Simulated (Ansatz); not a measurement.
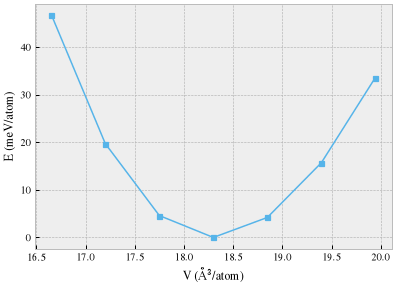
YAl3 (Cu3Au type, Pm-3m) under volume change, LDA in the plane-wave PAW code Ansatz, scaled uniformly.

**Question.** What does a third-order Birch–Murnaghan fit give for V₀, B₀ and B′?

**Answer.** V₀ = 18.30 Å³/atom, B₀ = 85.0 GPa, B′ = 4.4.

The first step of the workflow began from a Materials Project structure, measured or hypothetical; the Crystallography Open Database copy checked does not list it. Whether it is the stable phase at ambient conditions was not checked. Symmetry was held in the LDA relaxation; its stability against distortions is not shown here. The run is not spin-polarised.

Potentials: the later of the program's two PAW sets.
